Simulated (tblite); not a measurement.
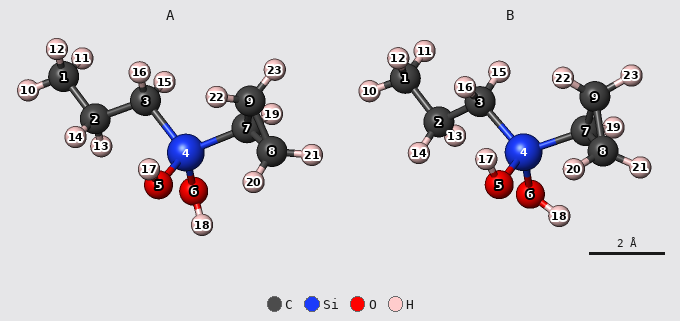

Two geometries of C₆H₁₄O₂Si, drawn at one scale. One is the start of a relaxation, the other its converged end. Style: ball-and-stick. Shown at a tilt.

Computed with GFN2-xTB geometry optimisation, gas phase (tblite 0.8.0). 

Q: Which one is relaxed?

A: Structure A is the relaxed one. H16 moves most after the best rigid fit: 0.69 Å. By element the largest moves are H 0.69 Å, C 0.34 Å, O 0.19 Å, Si 0.08 Å. Near-neighbour distances that change, for instance: Si4–O6 1.724 → 1.625 Å, Si4–O5 1.705 → 1.640 Å, C9–H23 1.141 → 1.080 Å, O5–H17 1.008 → 0.952 Å. Among the angles between lasting bonds that change: Si4–O5–H17 106.1° → 120.2°, Si4–O6–H18 109.9° → 119.6°, Si4–C7–C8 112.6° → 120.5°. Groups turn about Si4–O6 by about 40°, C3–Si4 by about 25°. Over 162 geometry steps the energy falls by 88.3 kJ/mol.
